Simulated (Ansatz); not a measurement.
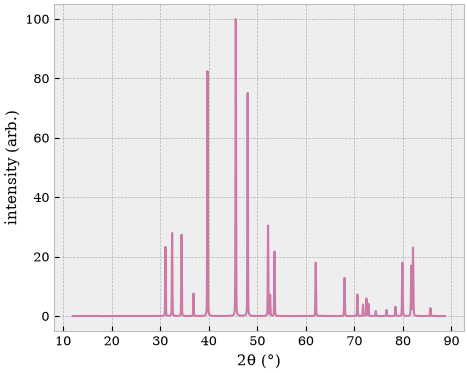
Simulated powder pattern, Cu Kα, λ = 1.54184 Å

The pattern belongs to a structure relaxed with PBE in the plane-wave PAW code Ansatz.

### Question
Which of these materials gives this?
A. Mn2SiB2, Cmmm (Si on 2a, Mn on 4j, B on 4i)
B. YSi, CsCl type
C. Si2W, Cmcm (Si on 4c, Si on 4c, W on 4c)
D. TiSi2, Cmcm (Si on 4c, Si on 4c, Ti on 4c)

### Answer
A, Mn2SiB2, Cmmm (Si on 2a, Mn on 4j, B on 4i)

The start of the workflow was typed in or built on a structure type; neither database checked (COD, Materials Project) lists it. Whether it is the stable phase at ambient conditions was not checked. Symmetry was held in the PBE relaxation; whether a distortion lowers the energy is not shown. The final state is ferromagnetic, chosen from 2 collinear starts compared on coarse meshes (ties went to the first, and starts can fall back to one state), not a proven ground state.

Potentials: the later of the program's two PAW sets.
